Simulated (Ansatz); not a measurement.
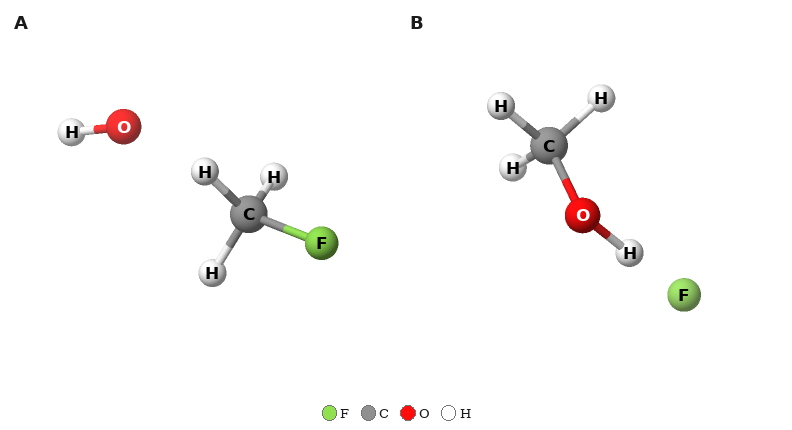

2 stationary structures of one formula. Charge −1, singlet. Geometries: PBE0-D4/def2-TZVPD. Electronic energies: CCSD(T)/CBS (MP2 limit from def2-TZVPPD and def2-QZVPPD plus CCSD(T) − MP2) (Ansatz 0.2.0), without zero-point energy. Each is one conformer, not always the lowest.

**Which is lowest in energy, and by how much?**

B is lowest (Cs, a minimum); A lies 150.9 kJ/mol above it (a minimum).

Give E(B) − E(A) in kJ/mol at these levels too: B97M-V/def2-TZVPPD; B3LYP-D4/def2-TZVPPD; CCSD(T)/CBS (MP2 limit from def2-TZVPPD and def2-QZVPPD plus CCSD(T) − MP2); BHLYP-D4/def2-TZVPPD; PBE-QIDH (frozen core)/def2-TZVPPD; direct RPA on PBE orbitals (frozen core)/def2-TZVPPD; RHF-CCSD(T) (frozen core)/def2-TZVPPD; BLYP-D4/def2-TZVPPD.

| level | E(B) − E(A) (kJ/mol) |
| --- | --- |
| B97M-V/def2-TZVPPD | −148.2 |
| B3LYP-D4/def2-TZVPPD | −155.8 |
| CCSD(T)/CBS (MP2 limit from def2-TZVPPD and def2-QZVPPD plus CCSD(T) − MP2) | −150.9 |
| BHLYP-D4/def2-TZVPPD | −157.2 |
| PBE-QIDH (frozen core)/def2-TZVPPD | −163.0 |
| direct RPA on PBE orbitals (frozen core)/def2-TZVPPD | −144.9 |
| RHF-CCSD(T) (frozen core)/def2-TZVPPD | −150.6 |
| BLYP-D4/def2-TZVPPD | −150.7 |
